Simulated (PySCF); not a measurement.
## Run report: C₃H₇FOSi, NMR shielding calculation

System: C₃H₇FOSi.
Method: GIAO OPBE/pcSseg-1 NMR shielding, non-relativistic, gas phase (PySCF 2.14.0).

The geometry comes from this level: PBE0-D3(BJ)/def2-SVP. Figures and captions count atoms from 1; the log counts them from 0 in places.

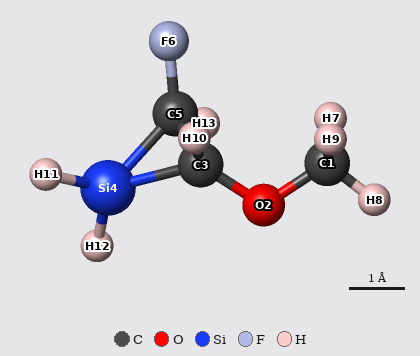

The input geometry (ball-and-stick view, seen at a tilt; atoms are numbered from 1 in the order of the input).

The input
```
{"job": {"kind": "nmr", "xc": "OPBE", "basis": "pcSseg-1", "pop": false}, "charge": 0, "multiplicity": 1}
C      1.948118     0.242320    -0.647068
O      1.180719    -0.026931     0.495009
C     -0.138669     0.354355     0.357216
Si    -1.601920    -0.311770     1.329060
C     -1.097033    -0.472709    -0.477336
F     -1.697839     0.107563    -1.552332
H      1.561298    -0.283853    -1.540122
H      2.972288    -0.102238    -0.450180
H      1.973630     1.325437    -0.874091
H     -0.294535     1.433077     0.155108
H     -2.594918     0.699914     1.765893
H     -1.505829    -1.533843     2.164710
H     -0.697519    -1.470747    -0.716970
```

The first line tells a small driver script what to run in PySCF; the rest is the geometry in Å.

Run on 1 CPU thread, shared host.

Run as:
```bash
OMP_NUM_THREADS=1 python <driver script> task.json out
```

What the program printed
```
coarse grid: 11400 points
cycle   1  E = -582.6406490021  dE =  6.209e-01  |g| = 6.775e-01  |ddm| = 3.269e+00
cycle   2  E = -582.3776590713  dE =  2.630e-01  |g| = 1.307e+00  |ddm| = 2.325e+00
cycle   3  E = -582.7300082356  dE = -3.523e-01  |g| = 1.143e-01  |ddm| = 1.799e+00
cycle   4  E = -582.7326953515  dE = -2.687e-03  |g| = 5.448e-02  |ddm| = 1.708e-01
cycle   5  E = -582.7332031214  dE = -5.078e-04  |g| = 2.131e-02  |ddm| = 5.493e-02
cycle   6  E = -582.7332800526  dE = -7.693e-05  |g| = 5.234e-03  |ddm| = 2.237e-02
cycle   7  E = -582.7332869629  dE = -6.910e-06  |g| = 1.118e-03  |ddm| = 6.914e-03
final grid: 105968 points
cycle   8  E = -582.7865289193  dE = -8.515e-05  |g| = 2.947e-02  |ddm| = 4.943e-02
cycle   9  E = -582.7861243857  dE =  4.045e-04  |g| = 5.516e-02  |ddm| = 6.220e-02
cycle  10  E = -582.7866688193  dE = -5.444e-04  |g| = 3.684e-03  |ddm| = 4.642e-02
cycle  11  E = -582.7866714122  dE = -2.593e-06  |g| = 1.326e-03  |ddm| = 4.998e-03
cycle  12  E = -582.7866717888  dE = -3.767e-07  |g| = 2.197e-04  |ddm| = 1.094e-03
cycle  13  E = -582.7866717984  dE = -9.539e-09  |g| = 7.984e-05  |ddm| = 2.628e-04
cycle  14  E = -582.7866717996  dE = -1.174e-09  |g| = 2.195e-05  |ddm| = 8.007e-05
cycle  15  E = -582.7866717997  dE = -1.115e-10  |g| = 7.089e-06  |ddm| = 3.211e-05
```

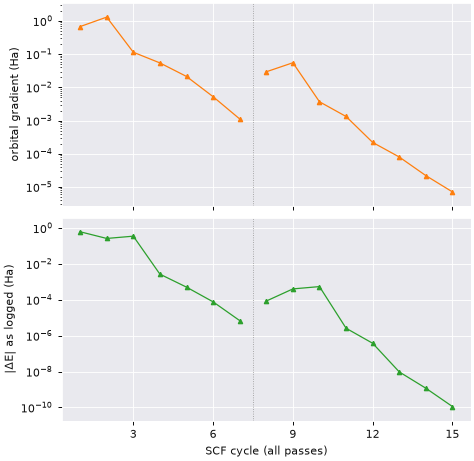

Convergence of the self-consistent field: orbital gradient and size of the energy change against the SCF cycle. The dotted line marks the change from a coarse to the final integration grid. The first 7 cycles use a coarse grid, the final grid takes over at cycle 8, and the field converges after 15 cycles in all.

```
converged SCF energy = -582.7866717997

GIAO shielding tensors (ppm)
atom      isotropic    diamagn.    paramagn.     s11        s22        s33       span
  0 C      126.770     245.951    -119.181     96.240    101.724    182.346     86.107
  1 O      304.711     392.827     -88.117    275.498    293.885    344.749     69.251
  2 C      121.958     250.706    -128.749     86.848     95.688    183.337     96.488
  3 Si     467.946     881.509    -413.563    396.154    417.111    590.572    194.417
  4 C      106.306     249.916    -143.610     51.793     81.309    185.814    134.021
  5 F      405.123     471.405     -66.282    361.481    402.759    451.128     89.647
  6 H       27.745      30.078      -2.333     23.991     26.237     33.007      9.016
  7 H       27.695      28.323      -0.628     23.889     25.055     34.140     10.250
  8 H       28.082      29.085      -1.003     24.682     25.708     33.856      9.174
  9 H       27.497      31.174      -3.677     23.881     27.788     30.820      6.939
 10 H       27.883      28.920      -1.038     23.595     25.849     34.204     10.609
 11 H       28.060      28.929      -0.869     23.855     25.909     34.417     10.562
 12 H       26.230      30.402      -4.172     23.958     26.647     28.085      4.127
```

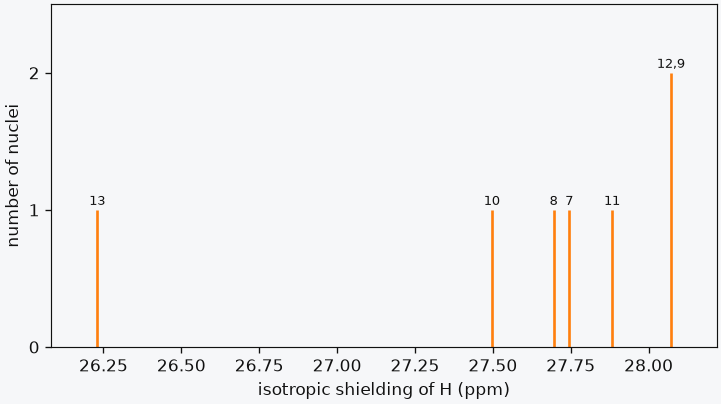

Isotropic shieldings of the hydrogen nuclei in this fixed geometry, labelled by atom number; shielding grows to the right, so chemical shift grows to the left. The least shielded is H13 (26.2 ppm), the most shielded H9 (28.1 ppm).

Summary

- outcome: converged
- total energy: −582.786672 hartree
- HOMO: −5.68 eV
- LUMO: −0.69 eV
- dipole moment: 0.52 D
- isotropic shielding, C: 106.3 to 126.8 ppm
- isotropic shielding, O: 304.7 ppm
- isotropic shielding, Si: 467.9 ppm
- isotropic shielding, F: 405.1 ppm
- isotropic shielding, H: 26.2 to 28.1 ppm
- wall time: 17 s
- peak memory: 0.77 GiB
